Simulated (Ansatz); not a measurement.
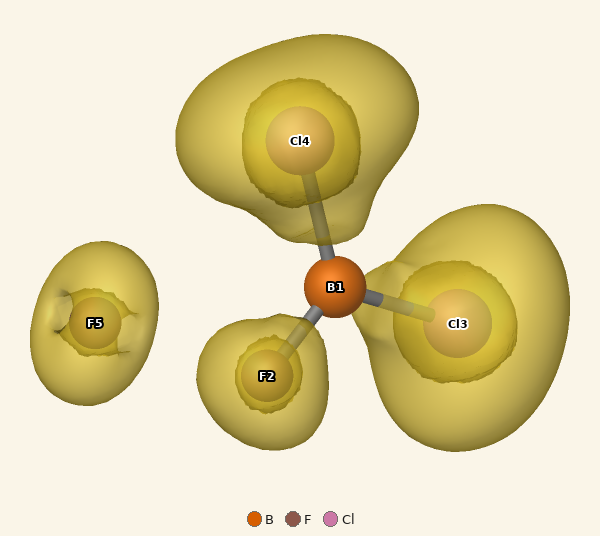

BCl2F···F (doublet). Isosurface of the ELF at 0.75 (yellow), seen at a tilt. Core shells and regions of very low density are left out.

Method: UKS r2SCAN/cc-pVDZ (Ansatz).

```yaml
atoms:
  - { symbol: B, position_ang: [0.2092, 0.0241, 0.0205] }
  - { symbol: F, position_ang: [0.7256, 0.1098, 1.2489] }
  - { symbol: Cl, position_ang: [1.3176, -0.0752, -1.3272] }
  - { symbol: Cl, position_ang: [-1.5199, 0.0186, -0.1909] }
  - { symbol: F, position_ang: [-0.7325, -0.0772, 2.9686] }
```

> Where are the electrons localised?

The surface consists of two regions on Cl in which the atom's valence shell and bonds are merged, one region on F in which the atom's valence shell and bonds are merged and one region wrapped around F (its valence shell). Along the contacts the grid gives the following. F2···F5 (2.26 Å): the ELF dips to about 0.05 between them. B–F (1.34 Å): the ELF peaks at about 0.85 between the atoms (a polar covalent bond).
